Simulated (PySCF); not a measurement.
# C$_{8}$H$_{12}$O$_{2}$: what the fields show

```xyz
22

C    -3.0993   -0.6798    0.0376
C    -1.7970    0.0913    0.2141
C    -1.8726    1.4753   -0.4279
O    -0.7828   -0.6995   -0.4098
C     0.5135   -0.4361   -0.1360
C     1.4883   -1.0028   -0.8408
C     2.9442   -0.7811   -0.5407
C     3.0744    0.1118    0.6571
C     2.0236    0.6231    1.2743
O     0.7188    0.4162    0.9212
H    -3.0168   -1.6605    0.4980
H    -3.3073   -0.8109   -1.0207
H    -3.9188   -0.1366    0.4991
H    -1.5702    0.1936    1.2835
H    -0.9332    2.0066   -0.2968
H    -2.0732    1.3764   -1.4924
H    -2.6680    2.0544    0.0332
H     1.2220   -1.6607   -1.6492
H     3.4467   -1.7397   -0.3541
H     3.4513   -0.3286   -1.4041
H     4.0654    0.3362    1.0170
H     2.0808    1.2708    2.1363
```

Geometry: GFN2-xTB.

Computed with PBE0/pcSseg-1, SCF density, gas phase, non-relativistic (PySCF 2.14.0).

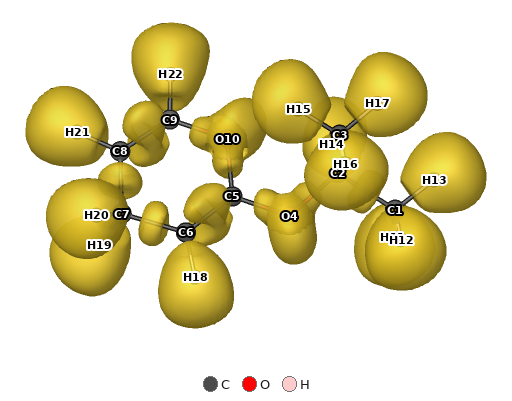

Figure 1. Isosurface of the ELF at 0.75 (yellow), seen across its widest extent. Only the valence region is drawn (cores and ρ < 0.01 e/Å³ removed).

**Where are the electrons localised?**

The surface consists of six regions between bonded C–C atoms (shared pairs), twelve regions around hydrogen nuclei and two regions on O in which the atom's valence shell and bonds are merged. Along the contacts the grid gives the following. C–C (1.32 Å): the ELF peaks at about 0.90 between the atoms; a short, multiple covalent bond. C–O (1.35 Å): the ELF peaks at about 0.90 between the atoms (a polar covalent bond).

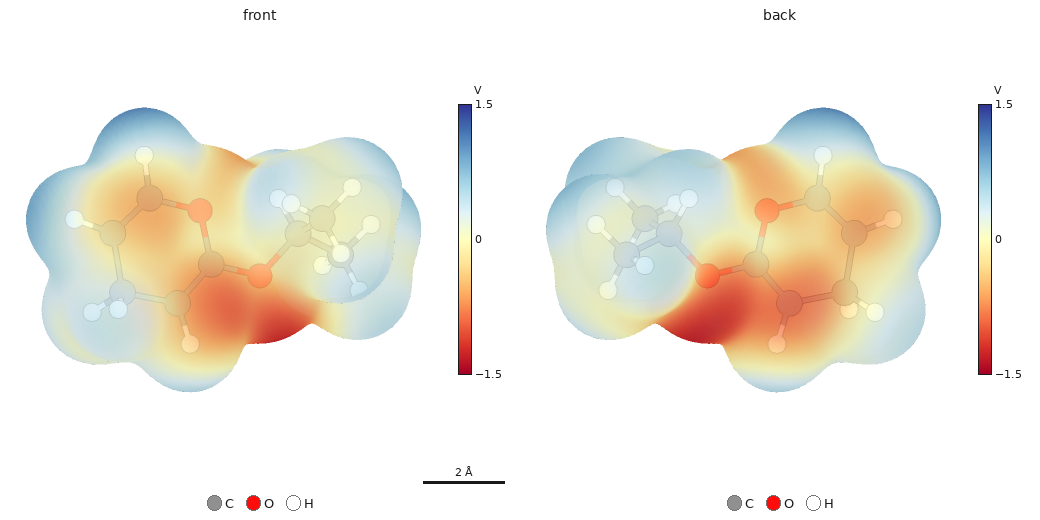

Figure 2. The electrostatic potential painted on the density surface at 0.002 e/bohr³, seen from the front and from behind; red is negative and blue positive.

**Which sites attract a positive test charge, and which a negative one?**

A positive charge is drawn to the negative regions and a negative charge to the positive ones. The most negative region (about −1.3 V, or −30 kcal/mol for a unit charge) lies over O4, the most positive (about +1.0 V, or +23 kcal/mol for a unit charge) over H22. O4 is the likeliest acceptor of a hydrogen bond.

**How polar is the molecule by this calculation?**

Its dipole moment is 1.16 D.

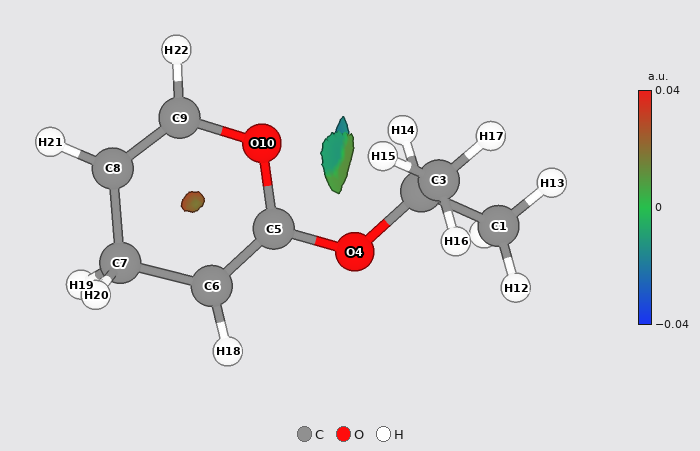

Figure 3. Non-covalent interaction (NCI) plot: the surface where the reduced density gradient is 0.5, for densities under 0.05 a.u., coloured by sign(λ₂)ρ; seen at a tilt.

**What holds or crowds the atoms apart from the covalent bonds?**

- Between O10 and C5 on one side and C2 and H14 on the other: a weak contact, attractive (blue-green) on one side and crowded (olive to red) on the other
- Inside the ring or cage of C5, C6, C7, C8, C9 and O10: steric crowding (red)
